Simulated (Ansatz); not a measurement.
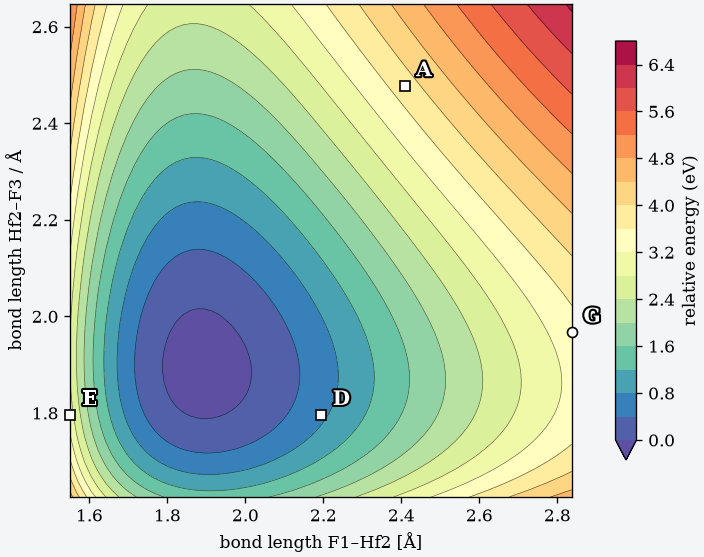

ClF₃Hf, SMILES [F][Hf]([F])([F])[Cl]. First axis: bond length F1–Hf2. Second axis: bond length Hf2–F3. Nothing is relaxed (all other coordinates rigid). The scan uses a 7 × 7 grid. Points are written as (first, second). All energies are given in eV relative to the lowest grid point. The reference is spin-restricted, which grows unreliable where a bond is stretched far. Computed with RKS PBE0-D4/def2-TZVP in Ansatz 0.2.0.

In the figure: filled contours, lettered points. Between grid points the surface is interpolated.

**Rank the lettered points by energy, lowest first.**

D (0.73 eV), E (2.99 eV), G (3.44 eV), A (3.80 eV).
